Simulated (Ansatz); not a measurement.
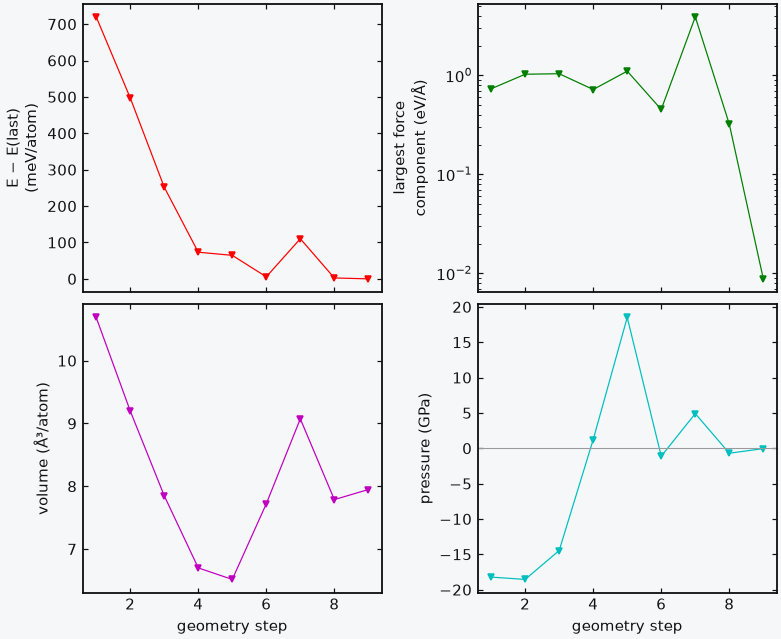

History of a geometry optimisation. Atoms and cell relax. A closing SCF on a freshly chosen basis isn't drawn.

```
crystal:
  lattice:
    - [4.40556094, 0.0, 0.0]
    - [0.0, 4.40556094, 0.0]
    - [0.0, 0.0, 4.40556094]
  atoms:
    - { symbol: Na, position: [0.5, 0.5, 0.5] }
    - { symbol: H, position: [0.0, 0.5, 0.74994999] }
    - { symbol: H, position: [0.5, 0.25005001, 0.0] }
    - { symbol: H, position: [0.74994999, 0.0, 0.5] }
    - { symbol: H, position: [0.0, 0.5, 0.25005001] }
    - { symbol: H, position: [0.5, 0.74994999, 0.0] }
    - { symbol: H, position: [0.25005001, 0.0, 0.5] }
    - { symbol: Rh, position: [0.0, 0.0, 0.0] }
basis:
  ecutwfc: 420
kpoints:
  mp_grid: { grid: [4, 4, 4] }
hamiltonian:
  xc: pbe
scf:
  occupations: { method: gaussian, width: 0.1 }
  lower_state_search: "off"
output:
  forces: true
  stress: true
  eigenvalues: true
relax:
  adjacent_minimum: "off"
  f_tol: 0.04
  max_steps: 70
  cell: { stress_tol: 0.4 }
```

Run as:
```bash
ansatz run input.yaml --threads 1 --pin off --max-ram 2048MiB --backend cpu --events-out ev --progress --plain --runs-dir out
```

How did the optimisation end?

The optimisation met its thresholds at geometry 9, counting the start as the first. The energy fell by about 720 meV/atom from the first step to the last. Step 7 went uphill and was rejected by the line search. The largest force component goes from about 0.73 eV/Å at the start to 9 × 10⁻³ eV/Å at the end, with a peak of 3.9 eV/Å at step 7.

Was the starting cell too large or too small?

The volume shrinks from 10.7 to 7.9 Å³ per atom (−26 %), overshooting to 6.5 at step 5, as the pressure goes from −18 GPa to about 0 GPa. The start was expanded.
